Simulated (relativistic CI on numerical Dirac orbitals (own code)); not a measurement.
```
atom Cu  Z=29  charge=3  electrons=26
nucleus A=63  rms_radius_fm=3.8823
hamiltonian dirac-coulomb  breit=on  qed=on  c_scale=1
orbitals kli  potential=per-configuration
slater_scale 0.9
correlation none
mixing on
configurations
  [Ar] 3d8
  [He] 2s2 2p5 3s2 3p6 3d9
end
absorption L2,3 T=10 lorentz=0.6 gauss=0.3
crystal_field Td 10Dq=-11050
```

Multiplet model: relativistic Dirac–Coulomb–Breit theory, one configuration a step, Slater integrals scaled by 0.9, 10 K, Voigt broadening (Lorentzian 0.6 eV, Gaussian 0.3 eV full widths), computed with a radial Dirac CI code.

The L₂,₃ X-ray absorption spectrum that results, with the strongest transitions as sticks:

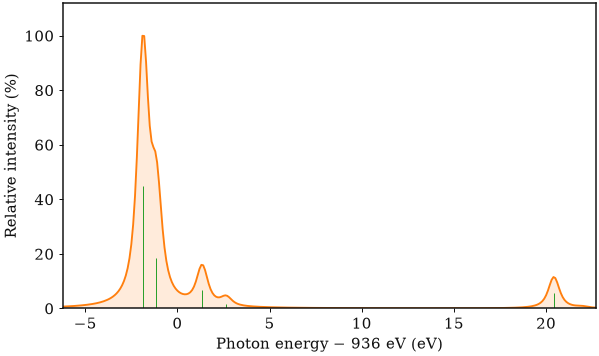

The main maxima lie at 934.1 eV (100), 937.3 eV (16) and 956.4 eV (12), heights in % of the largest; the centroid is at 936.3 eV. The lower edge holds 0.93 of the intensity (branching ratio, edges parted at 948 eV), and the core spin-orbit splitting of the orbitals is 21.1 eV. The ground state has S = 1.00.

Known limits: free-ion energies, so absolute edge positions are off by a few eV from solids.
